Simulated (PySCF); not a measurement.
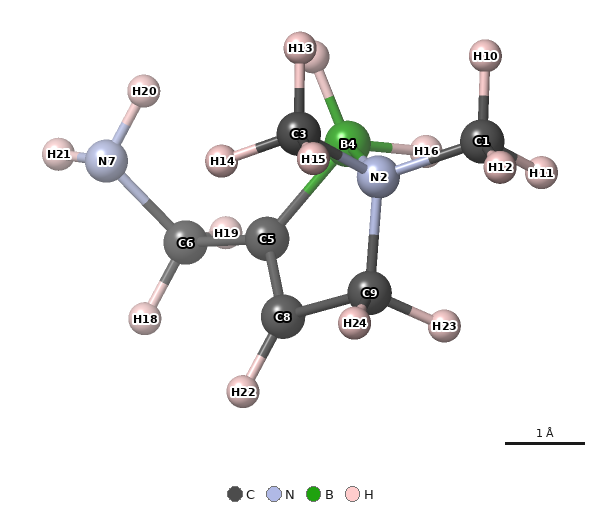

*The input geometry (ball-and-stick view, seen at a tilt; atoms are numbered from 1 in the order of the input).*

Bond lengths as drawn: B–C 1.61 Å, B–H 1.19 Å, B–N 1.66 Å, C–C 1.33 to 1.50 Å, C–H 1.08 to 1.11 Å, C–N 1.46 to 1.48 Å and H–N 1.02 Å.

# NMR shielding calculation of C6H15BN2

- system: C6H15BN2
- method: GIAO PBE0/pcSseg-1 NMR shielding, non-relativistic, gas phase (PySCF 2.14.0)

The geometry comes from this level: GFN2-xTB. It belongs to a series of runs on one base structure; here: H on C replaced by CH2NH2. Figures and captions count atoms from 1; the log counts them from 0 in places.

## Log
```
coarse grid: 19032 points
cycle   1  E = -371.3586515106  dE =  1.150e+00  |g| = 5.736e-01  |ddm| = 4.189e+00
cycle   2  E = -371.3266182406  dE =  3.203e-02  |g| = 7.035e-01  |ddm| = 1.418e+00
cycle   3  E = -371.4467689948  dE = -1.202e-01  |g| = 1.071e-01  |ddm| = 8.388e-01
cycle   4  E = -371.4488819804  dE = -2.113e-03  |g| = 5.333e-02  |ddm| = 1.278e-01
cycle   5  E = -371.4495530600  dE = -6.711e-04  |g| = 1.184e-02  |ddm| = 5.437e-02
cycle   6  E = -371.4495860230  dE = -3.296e-05  |g| = 3.660e-03  |ddm| = 1.451e-02
cycle   7  E = -371.4495890887  dE = -3.066e-06  |g| = 8.292e-04  |ddm| = 4.343e-03
final grid: 181024 points
cycle   8  E = -371.4984078173  dE = -7.203e-05  |g| = 1.051e-02  |ddm| = 4.947e-02
cycle   9  E = -371.4983995451  dE =  8.272e-06  |g| = 1.208e-02  |ddm| = 2.387e-02
cycle  10  E = -371.4984366539  dE = -3.711e-05  |g| = 1.404e-03  |ddm| = 1.324e-02
cycle  11  E = -371.4984370571  dE = -4.032e-07  |g| = 3.561e-04  |ddm| = 1.327e-03
cycle  12  E = -371.4984370823  dE = -2.524e-08  |g| = 1.366e-04  |ddm| = 4.041e-04
cycle  13  E = -371.4984370866  dE = -4.268e-09  |g| = 4.140e-05  |ddm| = 1.636e-04
cycle  14  E = -371.4984370870  dE = -3.687e-10  |g| = 1.069e-05  |ddm| = 3.911e-05
```

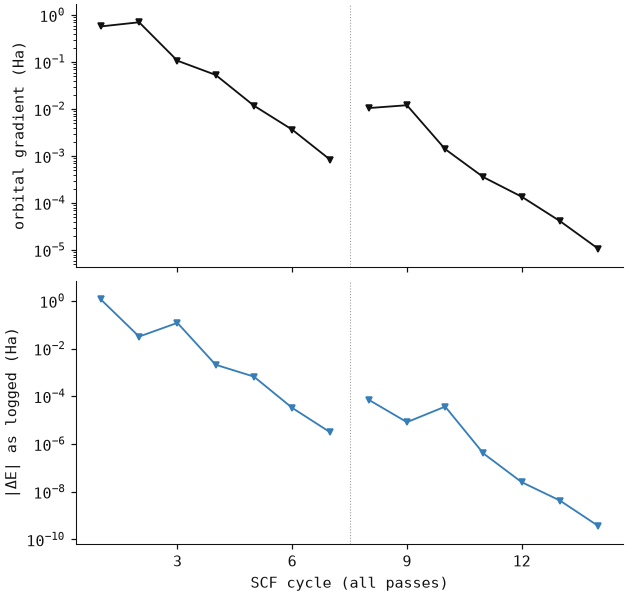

*Convergence of the self-consistent field: orbital gradient and size of the energy change against the SCF cycle. The dotted line marks the change from a coarse to the final integration grid.*

The first 7 cycles use a coarse grid, the final grid takes over at cycle 8, and the field converges after 14 cycles in all.

```
converged SCF energy = -371.4984370870

GIAO shielding tensors (ppm)
atom      isotropic    diamagn.    paramagn.     s11        s22        s33       span
  0 C      135.912     244.893    -108.981    106.405    118.151    183.179     76.773
  1 N      200.447     322.223    -121.776    174.712    198.317    228.311     53.599
  2 C      136.014     249.153    -113.139     97.295    124.641    186.107     88.813
  3 B      108.632     190.832     -82.201     87.396     97.626    140.872     53.476
  4 C       10.049     262.224    -252.174   -104.947    -15.735    150.829    255.776
  5 C      135.851     243.151    -107.300    123.734    132.881    150.938     27.205
  6 N      231.157     313.302     -82.145    191.219    239.912    262.339     71.120
  7 C       65.385     255.991    -190.606    -31.405    102.166    125.395    156.800
  8 C      116.171     252.429    -136.258     83.755    106.793    157.965     74.210
  9 H       28.872      29.174      -0.301     24.857     26.277     35.483     10.626
 10 H       28.750      29.632      -0.882     24.741     26.775     34.735      9.994
 11 H       29.334      28.694       0.640     25.452     26.502     36.049     10.598
 12 H       29.270      31.417      -2.148     25.362     27.238     35.209      9.847
 13 H       27.983      31.834      -3.851     23.289     28.418     32.241      8.952
 14 H       29.887      31.053      -1.166     26.086     27.133     36.443     10.357
 15 H       28.926      33.325      -4.399     25.487     28.595     32.695      7.208
 16 H       29.201      34.282      -5.081     25.304     28.722     33.579      8.274
 17 H       28.200      29.412      -1.213     24.164     27.945     32.489      8.325
 18 H       27.701      29.657      -1.956     23.369     26.780     32.955      9.586
 19 H       30.813      32.378      -1.565     22.896     30.913     38.630     15.734
 20 H       31.144      28.132       3.011     23.671     27.980     41.779     18.108
 21 H       26.257      34.111      -7.854     24.342     25.119     29.310      4.968
 22 H       27.889      32.426      -4.537     23.764     27.298     32.604      8.839
 23 H       28.619      32.599      -3.980     24.836     27.047     33.973      9.138
```

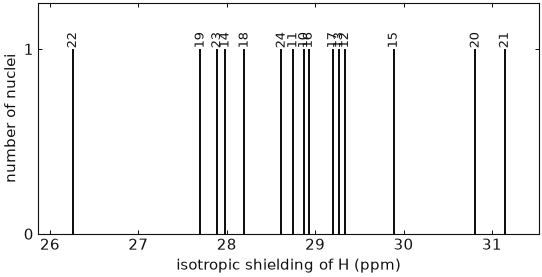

*Isotropic shieldings of the hydrogen nuclei in this fixed geometry, labelled by atom number; shielding grows to the right, so chemical shift grows to the left.*

The least shielded is H22 (26.3 ppm), the most shielded H21 (31.1 ppm).

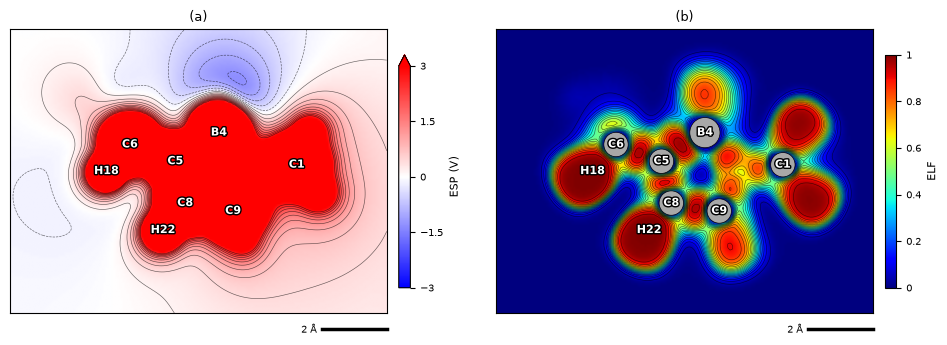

*(a) molecular electrostatic potential; (b) ELF on the plane of atoms C6, C5 and C8. Grey discs, where drawn, cover atomic cores.*

Atoms in the plane: C, B and H. C–C (1.33 Å): the ELF peaks at about 0.90 between the atoms (a double or triple bond). C–C (1.50 Å): the ELF peaks at about 0.95 between the atoms (a covalent bond).

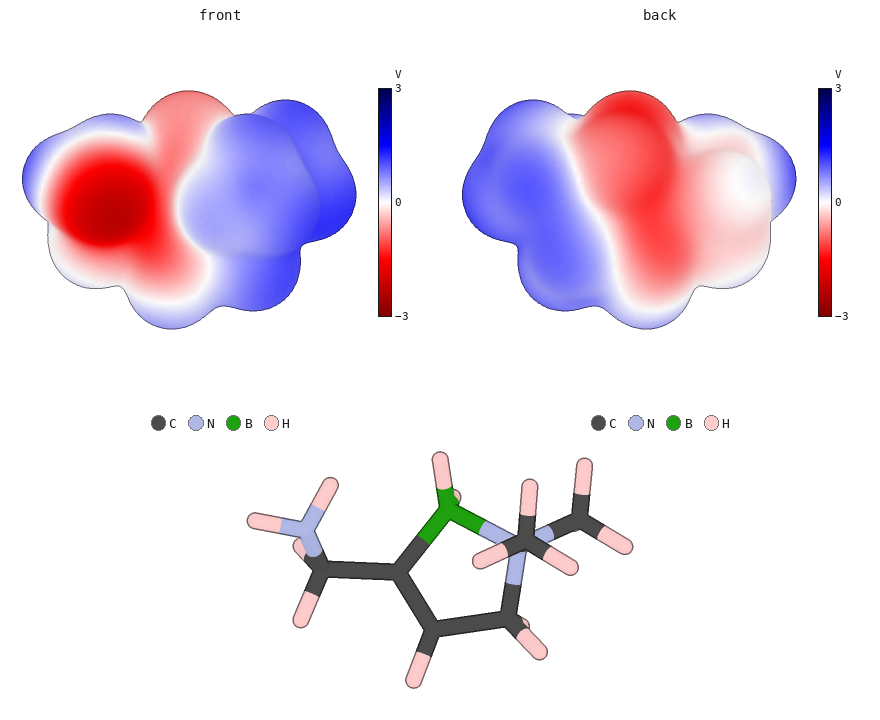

*The molecular electrostatic potential painted on the density surface at 0.002 e/bohr³, seen at a tilt and from behind; red is negative and blue positive. The bare structure is drawn below in the same view.*

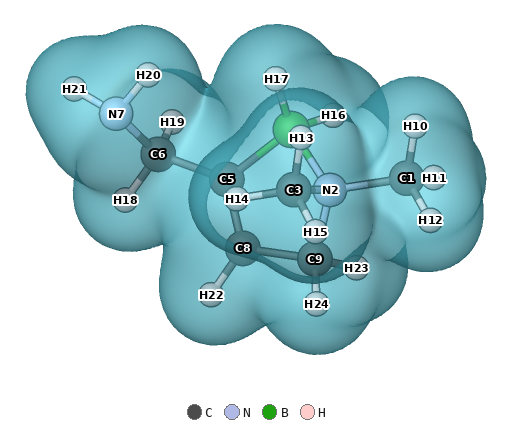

*Isosurface of the electron density at 0.05 e/Å³ (cyan), seen at a tilt.*

At this value the surface is in one piece. On the grid the lowest density along these lines, outside the cores, is 2.3 e/Å³ (C–C, 1.33 Å), 1.8 e/Å³ (C–N, 1.46 Å), 1.1 e/Å³ (C–B, 1.61 Å) and 0.78 e/Å³ (B–N, 1.66 Å).

This output came from the following input.

## The input
```
{"job": {"kind": "nmr", "xc": "PBE0", "basis": "pcSseg-1"}, "charge": 0, "multiplicity": 1}
C     -2.427872    -0.119858     0.983843
N     -1.232698     0.020623     0.164261
C     -1.336352     1.231862    -0.645508
B      0.171291     0.082947     1.039689
C      1.147957    -0.503301    -0.094027
C      2.637715    -0.369254    -0.139955
N      2.999990     1.037962    -0.301183
C      0.442839    -1.151658    -1.013813
C     -1.031521    -1.136678    -0.729196
H     -2.516127     0.742385     1.642409
H     -2.345663    -1.013336     1.599107
H     -3.325865    -0.189659     0.362453
H     -1.403442     2.101667     0.004002
H     -0.440084     1.322092    -1.255125
H     -2.218890     1.195295    -1.291115
H      0.052434    -0.673928     1.954805
H      0.343595     1.207660     1.387914
H      3.056890    -0.917068    -0.992720
H      3.051072    -0.807865     0.786260
H      2.523278     1.578291     0.413930
H      3.999123     1.157699    -0.165822
H      0.816441    -1.675145    -1.881464
H     -1.322852    -2.046688    -0.192361
H     -1.652998    -1.054282    -1.628826
```

The first line tells a small driver script what to run in PySCF; the rest is the geometry in Å.

Run as:
```bash
OMP_NUM_THREADS=1 python <driver script> task.json out
```

## Results in brief

- outcome: converged
- total energy: −371.498437 hartree
- HOMO: −6.22 eV
- LUMO: 0.84 eV
- dipole moment: 3.47 D
- isotropic shielding, C: 10.0 to 136.0 ppm
- isotropic shielding, N: 200.4 to 231.2 ppm
- isotropic shielding, B: 108.6 ppm
- isotropic shielding, H: 26.3 to 31.1 ppm
- hardware: 1 CPU thread, shared host
- wall time: 2.9 min
- peak memory: 1.1 GiB
